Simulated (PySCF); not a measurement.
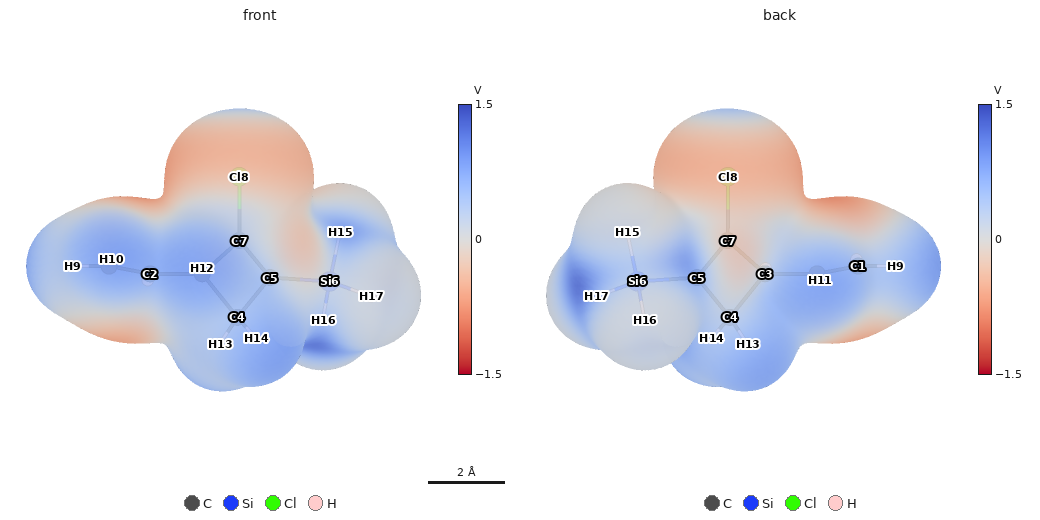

Figure 1: C6H9ClSi (SMILES C=C[C@H]1CC([SiH3])=C1Cl). The molecular electrostatic potential painted on the density surface at 0.002 e/bohr³, seen from the front and from behind; the colour scale runs from red (negative) to blue (positive).

Geometry: GFN2-xTB.

Theory: PBE0/pcSseg-1, SCF density, gas phase, non-relativistic (PySCF 2.14.0).

```xyz
17

C    -2.6028   -1.1458   -1.2369
C    -1.4568   -0.5485   -0.9661
C    -0.7728   -0.6090    0.3550
C     0.7621   -0.8745    0.3233
C     0.9493    0.5133    0.9139
Si    2.4708    1.4821    1.4069
C    -0.3718    0.7245    0.9364
Cl   -1.3535    2.0302    1.4196
H    -3.0722   -1.0681   -2.2027
H    -3.1214   -1.7383   -0.5006
H    -0.9537    0.0497   -1.7145
H    -1.3216   -1.2525    1.0454
H     1.1737   -1.0021   -0.6758
H     1.0909   -1.6916    0.9618
H     2.0890    2.8604    1.7014
H     3.4154    1.4360    0.2879
H     3.0684    0.8462    2.5845
```

**Describe the electrostatic potential map.**

The most negative region (about −0.7 V, or −16 kcal/mol for a unit charge) lies over the π face of C1 and C2, the most positive (about +1.1 V, or +25 kcal/mol for a unit charge) over Si6. Cl8 shows a σ-hole: about +0.4 V, or +9 kcal/mol for a unit charge at the tip opposite its bond, against about −0.5 V, or −12 kcal/mol for a unit charge on its flanks.

**How polar is the molecule by this calculation?**

Its dipole moment is 1.49 D.
